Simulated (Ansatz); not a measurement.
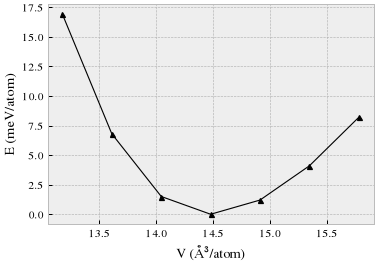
Figure: C2NiS2 in space group P6/mmm (No. 191; C on 6l, S on 6l, Ni on 3f) under volume change, r²SCAN+D4 (plane waves, PAW; program Ansatz), shape and atoms relaxed at each volume.

What does a third-order Birch–Murnaghan fit give for V₀, B₀ and B′?

V₀ = 14.49 Å³/atom, B₀ = 31.9 GPa, B′ = 10.5.

A made-up cell: these elements were put on the sites of a structure type; neither database checked (COD, Materials Project) lists it. Its standing as an ambient phase is unchecked. The cell was relaxed with r²SCAN+D4 under the symmetry of its start; whether a distortion lowers the energy is not shown. No spin polarisation was allowed.

Potentials: the later of the program's two PAW sets.
